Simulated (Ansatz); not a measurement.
**Cl₂F₂MoS: up Jacob's ladder to CCSD(T), part 1 of 2**

Aim: compute Cl₂F₂MoS with functionals from several rungs and with coupled cluster. The comparison is of orbital energies and run times, and the correlation energy is taken apart.

Computed with Ansatz 0.2.0, Gaussian basis. Level: functionals in def2-TZVPP, the program's frozen cores in correlated methods.

The runs, in order: LDA (SPW92), PBE-D4, revPBE-D4, BLYP-D4, r2SCAN-D4, B97M-V, PBE0-D4, B3LYP-D4, r2SCANh-D4, r2SCAN0-D4, HSE06-D4, BHLYP-D4, CAM-B3LYP-D4, LC-ωPBE, ωB97X-V, ωB97M-V, B2PLYP, PBE-QIDH; CCSD(T)/def2-SVP; CCSD(T)/def2-TZVPP; MP2/def2-QZVPP; extrapolation to the limit; RPA on PBE.

1 further run of the same task is left out (for a known fault of the program).

### Step 1. Structure used throughout

An earlier PBE0-D4 in a triple-zeta def2 set relaxation fixed the geometry. Mo takes the def2 core potential; no spin-orbit term is included.

SMILES `[F][Mo]([F])(=[S])([Cl])[Cl]`, 6 atoms, charge 0, spin multiplicity 1.

Atoms are counted from 1 here; the program's logs count them from 0.

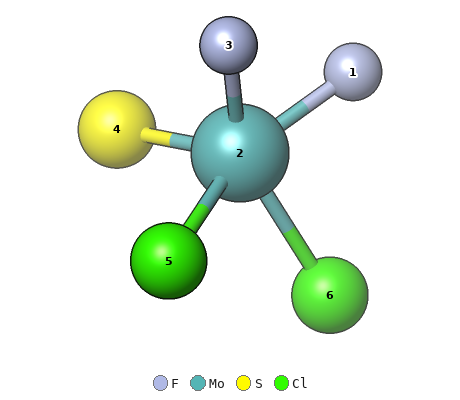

The structure; fluorine light blue, molybdenum teal, sulfur yellow, chlorine green; atoms are numbered from 1 in the order of the file.

Geometry (Å):

```
F    -0.1008   -1.0649    1.5656
Mo    0.0176   -0.0766    0.0134
F     1.6150   -0.9760   -0.1854
S    -1.2945   -0.9402   -1.3163
Cl    0.9927    1.5864   -1.1727
Cl   -1.2300    1.4713    1.0954
```

### Step 2. LDA

This LDA is Slater exchange with PW92 correlation.

in.yaml reads:

```yaml
crystal:
  periodic: [false, false, false]
  atoms:
    - {symbol: F, position_ang: [-0.100793, -1.064923, 1.565572]}
    - {symbol: Mo, position_ang: [0.017648, -0.076567, 0.013408]}
    - {symbol: F, position_ang: [1.615008, -0.976026, -0.185359]}
    - {symbol: S, position_ang: [-1.294518, -0.940184, -1.316298]}
    - {symbol: Cl, position_ang: [0.992674, 1.586434, -1.172747]}
    - {symbol: Cl, position_ang: [-1.230030, 1.471256, 1.095424]}
basis:
  gaussian: {orbitals: def2-TZVPP}
hamiltonian: {xc: lda}
output: {orbitals: {seedname: orbitals}}
```

The run is started by

```bash
$ ansatz run in.yaml --threads 4 --pin off --events-out ev --progress --plain --max-ram 10444MiB
```

The log of the run:

```text
Functional definition: SPW92
  name "SPW92"
  cite "Dirac, Proc. Camb. Phil. Soc. 26, 376 (1930) doi:10.1017/S0305004100016108"
  cite "Slater, Phys. Rev. 81, 385 (1951) doi:10.1103/PhysRev.81.385"
  cite "Perdew & Wang, Phys. Rev. B 45, 13244 (1992) doi:10.1103/PhysRevB.45.13244"
  exchange = slater_x
  correlation = pw_c
1483 factors; their error is unknown
mean field evaluation 1: about -43021.0859 eV, gradient 5.5e1 eV
mean field evaluation 2: about -42891.2827 eV, gradient 2.9e2 eV
mean field evaluation 4: about -43023.3512 eV, gradient 3.3e1 eV
mean field evaluation 8: about -43025.8096 eV, gradient 8.0e-1 eV
mean field evaluation 16: about -43025.7853 eV, gradient 3.3e-3 eV
mean field -43025.78531526 eV, -1581.1684464111 hartree, gradient 4.0e-5 eV, S^2 0.000000; 0 other end points of the search recorded, 0 dependent functions left out
reference -43025.78537387 eV, -1581.1684485648 hartree; 41, 41 occupied and 203, 203 virtual orbitals, 1483 factors
Total energy: -43025.78537387 eV, -1581.1684485648 hartree
```

It took 1.4 s on 4 threads of Arm Neoverse V2, shared host.

HOMO -7.99 eV, LUMO -5.69 eV.

### Step 3. PBE-D4 (GGA)

in.yaml, as its differences from that of step 2:

```diff
@@ -11,3 +11,3 @@
   gaussian: {orbitals: def2-TZVPP}
-hamiltonian: {xc: lda}
-output: {orbitals: {seedname: orbitals}}
+hamiltonian: {xc: pbe, dispersion: d4}
+output: {forces: true, orbitals: {seedname: orbitals}}
```

Same command.

The log of the run, cut to the lines that bear on the results:

```text
Functional definition: PBE
  name "PBE"
  cite "Perdew, Burke & Ernzerhof, Phys. Rev. Lett. 77, 3865 (1996) doi:10.1103/PhysRevLett.77.3865"
  parent pbe
[...]
1483 factors; their error is unknown
[...]
mean field -43161.79288309 eV, -1586.1666323396 hartree, gradient 4.0e-5 eV, S^2 0.000000; 0 other end points of the search recorded, 0 dependent functions left out
[...]
reference -43161.79294759 eV, -1586.1666347098 hartree; 41, 41 occupied and 203, 203 virtual orbitals, 1483 factors
Total energy: -43162.06316641 eV, -1586.1765650682 hartree
Atom 0 at    -0.100793    -1.064923     1.565572 Å, force    -0.058105    -0.371857     0.554481 eV/Å
Atom 1 at     0.017648    -0.076567     0.013408 Å, force     0.240987     0.610907     0.267151 eV/Å
Atom 2 at     1.615008    -0.976026    -0.185359 Å, force     0.571226    -0.339226    -0.087739 eV/Å
Atom 3 at    -1.294518    -0.940184    -1.316298 Å, force    -0.688944    -0.463918    -0.698681 eV/Å
Atom 4 at     0.992674     1.586434    -1.172747 Å, force     0.169189     0.292498    -0.223506 eV/Å
Atom 5 at    -1.230030     1.471256     1.095424 Å, force    -0.234352     0.271596     0.188295 eV/Å
Dipole moment:    -0.204423     0.007145    -0.199962 e Å
```

Run time: 2.7 s. Hardware: 4 threads of Arm Neoverse V2, shared host.

HOMO -7.82 eV, LUMO -5.47 eV.

### Step 4. revPBE-D4 (GGA)

in.yaml, as its differences from that of step 3:

```diff
@@ -11,3 +11,3 @@
   gaussian: {orbitals: def2-TZVPP}
-hamiltonian: {xc: pbe, dispersion: d4}
-output: {forces: true, orbitals: {seedname: orbitals}}
+hamiltonian: {xc: {name: revPBE}, dispersion: d4}
+output: {orbitals: {seedname: orbitals}}
```

The command is unchanged.

The log of the run:

```text
Functional definition: revPBE
  name "revPBE"
  cite "Zhang & Yang, Phys. Rev. Lett. 80, 890 (1998) doi:10.1103/PhysRevLett.80.890"
  cite "Perdew, Burke & Ernzerhof, Phys. Rev. Lett. 77, 3865 (1996) doi:10.1103/PhysRevLett.77.3865"
  parameter kappa = 1.245
  parameter beta = 0.06672455060314922
  exchange = pbe_x(kappa = kappa, mu = beta*pi^2/3)
  correlation = pbe_c(beta = beta)
1483 factors; their error is unknown
mean field evaluation 1: about -43168.9732 eV, gradient 5.6e1 eV
mean field evaluation 2: about -43018.9476 eV, gradient 3.1e2 eV
mean field evaluation 4: about -43172.8359 eV, gradient 2.1e1 eV
mean field evaluation 8: about -43173.7829 eV, gradient 6.4e-1 eV
mean field evaluation 16: about -43173.7585 eV, gradient 2.4e-3 eV
mean field -43173.75852849 eV, -1586.6063616973 hartree, gradient 4.1e-5 eV, S^2 0.000000; 0 other end points of the search recorded, 0 dependent functions left out
reference -43173.75860992 eV, -1586.6063646899 hartree; 41, 41 occupied and 203, 203 virtual orbitals, 1483 factors
Total energy: -43174.41109138 eV, -1586.6303429413 hartree
```

Run time: 2.3 s. Hardware: 4 threads of Arm Neoverse V2, shared host.

HOMO -7.76 eV, LUMO -5.39 eV.

### Step 5. BLYP-D4 (GGA)

in.yaml, as its differences from that of step 4:

```diff
@@ -11,3 +11,3 @@
   gaussian: {orbitals: def2-TZVPP}
-hamiltonian: {xc: {name: revPBE}, dispersion: d4}
+hamiltonian: {xc: {name: BLYP}, dispersion: d4}
 output: {orbitals: {seedname: orbitals}}
```

Same command.

The log of the run:

```text
Functional definition: BLYP
  name "BLYP"
  cite "Becke, Phys. Rev. A 38, 3098 (1988) doi:10.1103/PhysRevA.38.3098"
  cite "Lee, Yang & Parr, Phys. Rev. B 37, 785 (1988) doi:10.1103/PhysRevB.37.785"
  parameter beta = 0.0042
  parameter a = 0.04918
  parameter b = 0.132
  parameter c = 0.2533
  parameter d = 0.349
  exchange = b88_x(beta = beta)
  correlation = lyp_c(a = a, b = b, c = c, d = d)
1483 factors; their error is unknown
mean field evaluation 1: about -43174.0654 eV, gradient 6.2e1 eV
mean field evaluation 2: about -42919.8861 eV, gradient 3.7e2 eV
mean field evaluation 4: about -43174.4054 eV, gradient 4.7e1 eV
mean field evaluation 8: about -43179.8126 eV, gradient 1.3e0 eV
mean field evaluation 16: about -43179.7917 eV, gradient 1.2e-3 eV
mean field -43179.79167554 eV, -1586.8280757622 hartree, gradient 2.7e-5 eV, S^2 0.000000; 0 other end points of the search recorded, 0 dependent functions left out
reference -43179.79207845 eV, -1586.8280905687 hartree; 41, 41 occupied and 203, 203 virtual orbitals, 1483 factors
Total energy: -43180.36751855 eV, -1586.8492376024 hartree
```

It took 2.4 s on 4 threads of Arm Neoverse V2, shared host.

HOMO -7.65 eV, LUMO -5.34 eV.

### Step 6. r2SCAN-D4 (meta-GGA)

in.yaml, as its differences from that of step 5:

```diff
@@ -11,3 +11,3 @@
   gaussian: {orbitals: def2-TZVPP}
-hamiltonian: {xc: {name: BLYP}, dispersion: d4}
-output: {orbitals: {seedname: orbitals}}
+hamiltonian: {xc: r2scan, dispersion: d4}
+output: {forces: true, orbitals: {seedname: orbitals}}
```

Launched as before.

The log of the run, cut to the lines that bear on the results:

```text
Functional definition: r2SCAN
  name "r2SCAN"
  cite "Furness, Kaplan, Ning, Perdew & Sun, J. Phys. Chem. Lett. 11, 8208 (2020) doi:10.1021/acs.jpclett.0c02405"
  cite "Furness, Kaplan, Ning, Perdew & Sun, J. Phys. Chem. Lett. 11, 9248 (2020) doi:10.1021/acs.jpclett.0c03077"
  parent r2scan
[...]
1483 factors; their error is unknown
[...]
mean field -43177.20130076 eV, -1586.7328812446 hartree, gradient 8.9e-6 eV, S^2 0.000000; 0 other end points of the search recorded, 0 dependent functions left out
[...]
reference -43177.20132059 eV, -1586.7328819735 hartree; 41, 41 occupied and 203, 203 virtual orbitals, 1483 factors
Total energy: -43177.26160044 eV, -1586.7350972169 hartree
Atom 0 at    -0.100793    -1.064923     1.565572 Å, force     0.000407    -0.128374     0.175007 eV/Å
Atom 1 at     0.017648    -0.076567     0.013408 Å, force     0.235487     0.246687     0.243267 eV/Å
Atom 2 at     1.615008    -0.976026    -0.185359 Å, force     0.181247    -0.118980    -0.009537 eV/Å
Atom 3 at    -1.294518    -0.940184    -1.316298 Å, force    -0.412704    -0.306861    -0.420006 eV/Å
Atom 4 at     0.992674     1.586434    -1.172747 Å, force     0.122610     0.160227    -0.121751 eV/Å
Atom 5 at    -1.230030     1.471256     1.095424 Å, force    -0.127048     0.147300     0.133020 eV/Å
Dipole moment:    -0.218933     0.002291    -0.214428 e Å
```

Wall time 7 s (4 threads of Arm Neoverse V2, shared host).

HOMO -8.18 eV, LUMO -5.57 eV.

### Step 7. B97M-V (meta-GGA)

in.yaml, as its differences from that of step 6:

```diff
@@ -11,3 +11,3 @@
   gaussian: {orbitals: def2-TZVPP}
-hamiltonian: {xc: r2scan, dispersion: d4}
-output: {forces: true, orbitals: {seedname: orbitals}}
+hamiltonian: {xc: {name: B97M-V}}
+output: {orbitals: {seedname: orbitals}}
```

The command is unchanged.

The log of the run, cut to the lines that bear on the results:

```text
Functional definition: B97M-V
  name "B97M-V"
  cite "Mardirossian & Head-Gordon, J. Chem. Phys. 142, 074111 (2015) doi:10.1063/1.4907719"
  cite "Becke, J. Chem. Phys. 107, 8554 (1997) doi:10.1063/1.475007"
  cite "Vydrov & Van Voorhis, J. Chem. Phys. 133, 244103 (2010) doi:10.1063/1.3521275"
  # Of w^i u^j: cxij and so on, Table III.
[...]
  gx(w, u) = cx00 + cx01*u + cx02*u^2 + (cx10 + cx11*u)*w
  gss(w, u) = css00 + css02*u^2 + css10*w + (css32*w^3 + css42*w^4)*u^2
  gos(w, u) = cos00 + cos01*u + cos03*u^3 + cos10*w + cos32*w^3*u^2
[...]
      + integral(e_c_pw_mod_opposite_spin*gos(b97_w_opposite, b97_u_opposite)) + vv10(b, c)
1483 factors; their error is unknown
[...]
mean field -43169.35255263 eV, -1586.4444450710 hartree, gradient 6.3e-5 eV, S^2 0.000000; 0 other end points of the search recorded, 0 dependent functions left out
reference -43169.35264397 eV, -1586.4444484276 hartree; 41, 41 occupied and 203, 203 virtual orbitals, 1483 factors
Total energy: -43169.35264397 eV, -1586.4444484276 hartree
```

Run time: 8.5 s. Hardware: 4 threads of Arm Neoverse V2, shared host; peak memory 0.5 GiB.

HOMO -8.25 eV, LUMO -5.56 eV.

### Step 8. PBE0-D4 (hybrid)

in.yaml, as its differences from that of step 7:

```diff
@@ -11,3 +11,3 @@
   gaussian: {orbitals: def2-TZVPP}
-hamiltonian: {xc: {name: B97M-V}}
+hamiltonian: {xc: pbe0, dispersion: d4}
 output: {orbitals: {seedname: orbitals}}
```

Its log isn't repeated here (it stands with the study of this molecule's fields); it ends on a total energy of -43162.562746 eV.

HOMO -9.12 eV, LUMO -4.86 eV.

### Step 9. B3LYP-D4 (hybrid)

B3LYP here takes the VWN-RPA correlation.

in.yaml, as its differences from that of step 8:

```diff
@@ -11,3 +11,3 @@
   gaussian: {orbitals: def2-TZVPP}
-hamiltonian: {xc: pbe0, dispersion: d4}
-output: {orbitals: {seedname: orbitals}}
+hamiltonian: {xc: {name: B3LYP}, dispersion: d4}
+output: {forces: true, orbitals: {seedname: orbitals}}
```

The command is unchanged.

The log of the run, cut to the lines that bear on the results:

```text
Functional definition: B3LYP
  name "B3LYP"
  cite "Stephens, Devlin, Chabalowski & Frisch, J. Phys. Chem. 98, 11623 (1994) doi:10.1021/j100096a001"
  cite "Becke, Phys. Rev. A 38, 3098 (1988) doi:10.1103/PhysRevA.38.3098"
  cite "Lee, Yang & Parr, Phys. Rev. B 37, 785 (1988) doi:10.1103/PhysRevB.37.785"
  cite "Vosko, Wilk & Nusair, Can. J. Phys. 58, 1200 (1980) doi:10.1139/p80-159"
[...]
1596 factors; their error is unknown
[...]
mean field -43181.75217740 eV, -1586.9001228767 hartree, gradient 5.7e-5 eV, S^2 0.000000; 0 other end points of the search recorded, 0 dependent functions left out
[...]
reference -43181.75247697 eV, -1586.9001338854 hartree; 41, 41 occupied and 203, 203 virtual orbitals, 1596 factors
Total energy: -43182.19800211 eV, -1586.9165066326 hartree
Atom 0 at    -0.100793    -1.064923     1.565572 Å, force    -0.027740    -0.246017     0.370791 eV/Å
Atom 1 at     0.017648    -0.076567     0.013408 Å, force     0.077800     0.165685     0.084629 eV/Å
Atom 2 at     1.615008    -0.976026    -0.185359 Å, force     0.382091    -0.224758    -0.047434 eV/Å
Atom 3 at    -1.294518    -0.940184    -1.316298 Å, force    -0.389891    -0.275632    -0.396064 eV/Å
Atom 4 at     0.992674     1.586434    -1.172747 Å, force     0.194275     0.301518    -0.225774 eV/Å
Atom 5 at    -1.230030     1.471256     1.095424 Å, force    -0.236534     0.279205     0.213852 eV/Å
Dipole moment:    -0.262695     0.004571    -0.257197 e Å
```

It took 6 s on 4 threads of Arm Neoverse V2, shared host; peak memory 0.91 GiB.

HOMO -8.86 eV, LUMO -5.03 eV.

### Step 10. r2SCANh-D4 (hybrid)

in.yaml, as its differences from that of step 9:

```diff
@@ -11,3 +11,3 @@
   gaussian: {orbitals: def2-TZVPP}
-hamiltonian: {xc: {name: B3LYP}, dispersion: d4}
-output: {forces: true, orbitals: {seedname: orbitals}}
+hamiltonian: {xc: {name: r2SCANh}, dispersion: d4}
+output: {orbitals: {seedname: orbitals}}
```

Launched as before.

The log of the run, cut to the lines that bear on the results:

```text
Functional definition: r2SCANh
  name "r2SCANh"
  cite "Bursch, Neugebauer, Ehlert & Grimme, J. Chem. Phys. 156, 134105 (2022) doi:10.1063/5.0086040"
  cite "Furness, Kaplan, Ning, Perdew & Sun, J. Phys. Chem. Lett. 11, 8208 (2020) doi:10.1021/acs.jpclett.0c02405"
  cite "Furness, Kaplan, Ning, Perdew & Sun, J. Phys. Chem. Lett. 11, 9248 (2020) doi:10.1021/acs.jpclett.0c03077"
  parent r2scan
[...]
1483 factors; their error is unknown
[...]
mean field -43175.74813782 eV, -1586.6794784915 hartree, gradient 1.4e-5 eV, S^2 0.000000; 0 other end points of the search recorded, 0 dependent functions left out
reference -43175.74815569 eV, -1586.6794791485 hartree; 41, 41 occupied and 203, 203 virtual orbitals, 1483 factors
Total energy: -43175.81469281 eV, -1586.6819243423 hartree
```

Wall time 7 s (4 threads of Arm Neoverse V2, shared host); peak memory 0.92 GiB.

HOMO -8.65 eV, LUMO -5.31 eV.

### Step 11. r2SCAN0-D4 (hybrid)

in.yaml, as its differences from that of step 10:

```diff
@@ -11,3 +11,3 @@
   gaussian: {orbitals: def2-TZVPP}
-hamiltonian: {xc: {name: r2SCANh}, dispersion: d4}
+hamiltonian: {xc: {name: r2SCAN0}, dispersion: d4}
 output: {orbitals: {seedname: orbitals}}
```

Launched as before.

The log of the run, cut to the lines that bear on the results:

```text
Functional definition: r2SCAN0
  name "r2SCAN0"
  cite "Bursch, Neugebauer, Ehlert & Grimme, J. Chem. Phys. 156, 134105 (2022) doi:10.1063/5.0086040"
  cite "Furness, Kaplan, Ning, Perdew & Sun, J. Phys. Chem. Lett. 11, 8208 (2020) doi:10.1021/acs.jpclett.0c02405"
  cite "Furness, Kaplan, Ning, Perdew & Sun, J. Phys. Chem. Lett. 11, 9248 (2020) doi:10.1021/acs.jpclett.0c03077"
  parent r2scan
[...]
1646 factors; their error is unknown
[...]
mean field -43173.64491584 eV, -1586.6021865097 hartree, gradient 5.5e-5 eV, S^2 0.000000; 0 other end points of the search recorded, 0 dependent functions left out
reference -43173.64493093 eV, -1586.6021870641 hartree; 41, 41 occupied and 203, 203 virtual orbitals, 1646 factors
Total energy: -43173.71975571 eV, -1586.6049368240 hartree
```

It took 7 s on 4 threads of Arm Neoverse V2, shared host; peak memory 0.96 GiB.

HOMO -9.36 eV, LUMO -4.89 eV.

### Step 12. HSE06-D4 (hybrid)

HSE06 is the plane-wave form, built on full-range PBE exchange.

in.yaml, as its differences from that of step 11:

```diff
@@ -11,3 +11,3 @@
   gaussian: {orbitals: def2-TZVPP}
-hamiltonian: {xc: {name: r2SCAN0}, dispersion: d4}
+hamiltonian: {xc: hse06, dispersion: d4}
 output: {orbitals: {seedname: orbitals}}
```

The command is unchanged.

The log of the run, cut to the lines that bear on the results:

```text
Functional definition: HSE06
  name "HSE06"
  cite "Heyd, Scuseria & Ernzerhof, J. Chem. Phys. 118, 8207 (2003) doi:10.1063/1.1564060"
  cite "Krukau, Vydrov, Izmaylov & Scuseria, J. Chem. Phys. 125, 224106 (2006) doi:10.1063/1.2404663"
  cite "Heyd & Scuseria, J. Chem. Phys. 120, 7274 (2004) doi:10.1063/1.1668634"
  cite "Ernzerhof & Perdew, J. Chem. Phys. 109, 3313 (1998) doi:10.1063/1.476928"
  cite "Perdew, Burke & Ernzerhof, Phys. Rev. Lett. 77, 3865 (1996) doi:10.1103/PhysRevLett.77.3865"
  parent pbe
[...]
  # The whole range is PBE's own exchange, as in plane waves. The composition of these papers is wPBEh.
[...]
1646 factors; their error is unknown
88 factors; integrals over basis functions are off by at most 1.0e-6 eV
[...]
mean field -43161.51114396 eV, -1586.1562786175 hartree, gradient 7.5e-5 eV, S^2 0.000000; 0 other end points of the search recorded, 0 dependent functions left out
reference -43161.51120435 eV, -1586.1562808368 hartree; 41, 41 occupied and 203, 203 virtual orbitals, 1646 factors
Total energy: -43161.73146546 eV, -1586.1643752831 hartree
```

It took 4.2 s on 4 threads of Arm Neoverse V2, shared host; peak memory 0.96 GiB.

HOMO -8.73 eV, LUMO -5.23 eV.

### Step 13. BHLYP-D4 (hybrid)

in.yaml, as its differences from that of step 12:

```diff
@@ -11,3 +11,3 @@
   gaussian: {orbitals: def2-TZVPP}
-hamiltonian: {xc: hse06, dispersion: d4}
+hamiltonian: {xc: {name: BHLYP}, dispersion: d4}
 output: {orbitals: {seedname: orbitals}}
```

Launched as before.

The log of the run:

```text
Functional definition: BHLYP
  name "BHLYP"
  cite "Becke, J. Chem. Phys. 98, 1372 (1993) doi:10.1063/1.464304"
  cite "Becke, Phys. Rev. A 38, 3098 (1988) doi:10.1103/PhysRevA.38.3098"
  cite "Lee, Yang & Parr, Phys. Rev. B 37, 785 (1988) doi:10.1103/PhysRevB.37.785"
  parameter a = 0.5
  exchange = (1 - a)*b88_x + a*exact_x
  correlation = lyp_c
1793 factors; their error is unknown
mean field evaluation 1: about -43165.6830 eV, gradient 6.6e1 eV
mean field evaluation 2: about -43106.9243 eV, gradient 2.0e2 eV
mean field evaluation 4: about -43172.6546 eV, gradient 1.5e1 eV
mean field evaluation 8: about -43173.1664 eV, gradient 1.9e-1 eV
mean field evaluation 16: about -43173.5188 eV, gradient 6.1e-4 eV
mean field -43173.51879487 eV, -1586.5975516495 hartree, gradient 4.2e-5 eV, S^2 0.000000; 0 other end points of the search recorded, 0 dependent functions left out
reference -43173.51899284 eV, -1586.5975589246 hartree; 41, 41 occupied and 203, 203 virtual orbitals, 1793 factors
Total energy: -43173.91899337 eV, -1586.6122586731 hartree
```

Run time: 4.4 s. Hardware: 4 threads of Arm Neoverse V2, shared host; peak memory 0.96 GiB.

HOMO -10.26 eV, LUMO -3.99 eV.

### Step 14. CAM-B3LYP-D4 (range-separated)

in.yaml, as its differences from that of step 13:

```diff
@@ -11,3 +11,3 @@
   gaussian: {orbitals: def2-TZVPP}
-hamiltonian: {xc: {name: BHLYP}, dispersion: d4}
+hamiltonian: {xc: {name: CAM-B3LYP}, dispersion: d4}
 output: {orbitals: {seedname: orbitals}}
```

Launched as before.

The log of the run, cut to the lines that bear on the results:

```text
Functional definition: CAM-B3LYP
  name "CAM-B3LYP"
  cite "Yanai, Tew & Handy, Chem. Phys. Lett. 393, 51 (2004) doi:10.1016/j.cplett.2004.06.011"
  cite "Iikura, Tsuneda, Yanai & Hirao, J. Chem. Phys. 115, 3540 (2001) doi:10.1063/1.1383587"
  cite "Becke, Phys. Rev. A 38, 3098 (1988) doi:10.1103/PhysRevA.38.3098"
  cite "Lee, Yang & Parr, Phys. Rev. B 37, 785 (1988) doi:10.1103/PhysRevB.37.785"
  cite "Vosko, Wilk & Nusair, Can. J. Phys. 58, 1200 (1980) doi:10.1139/p80-159"
[...]
  # Exact exchange under (alpha + beta erf(omega r))/r, Becke's under what is left of 1/r.
[...]
1583 factors; their error is unknown
273 factors; integrals over basis functions are off by at most 1.1e-5 eV
[...]
mean field -43178.08557107 eV, -1586.7653775793 hartree, gradient 6.9e-5 eV, S^2 0.000000; 0 other end points of the search recorded, 0 dependent functions left out
reference -43178.08571669 eV, -1586.7653829309 hartree; 41, 41 occupied and 203, 203 virtual orbitals, 1583 factors
Total energy: -43178.32818868 eV, -1586.7742936121 hartree
```

It took 4.6 s on 4 threads of Arm Neoverse V2, shared host; peak memory 1 GiB.

HOMO -10.37 eV, LUMO -3.80 eV.

### Step 15. LC-ωPBE (range-separated)

in.yaml, as its differences from that of step 14:

```diff
@@ -11,3 +11,3 @@
   gaussian: {orbitals: def2-TZVPP}
-hamiltonian: {xc: {name: CAM-B3LYP}, dispersion: d4}
+hamiltonian: {xc: {name: LC-wPBE}}
 output: {orbitals: {seedname: orbitals}}
```

Same command.

The log of the run, cut to the lines that bear on the results:

```text
Functional definition: LC-wPBE
  name "LC-wPBE"
  cite "Vydrov & Scuseria, J. Chem. Phys. 125, 234109 (2006) doi:10.1063/1.2409292"
  cite "Heyd & Scuseria, J. Chem. Phys. 120, 7274 (2004) doi:10.1063/1.1668634"
  cite "Ernzerhof & Perdew, J. Chem. Phys. 109, 3313 (1998) doi:10.1063/1.476928"
  cite "Perdew, Burke & Ernzerhof, Phys. Rev. Lett. 77, 3865 (1996) doi:10.1103/PhysRevLett.77.3865"
  parent pbe
[...]
1483 factors; their error is unknown
359 factors; integrals over basis functions are off by at most 2.6e-5 eV
[...]
mean field -43166.39826528 eV, -1586.3358770134 hartree, gradient 6.2e-5 eV, S^2 0.000000; 0 other end points of the search recorded, 0 dependent functions left out
reference -43166.39826529 eV, -1586.3358770137 hartree; 41, 41 occupied and 203, 203 virtual orbitals, 1483 factors
Total energy: -43166.39826529 eV, -1586.3358770137 hartree
```

Run time: 3.2 s. Hardware: 4 threads of Arm Neoverse V2, shared host; peak memory 0.53 GiB.

HOMO -11.70 eV, LUMO -2.74 eV.

(Continued in part 2 of 2.)
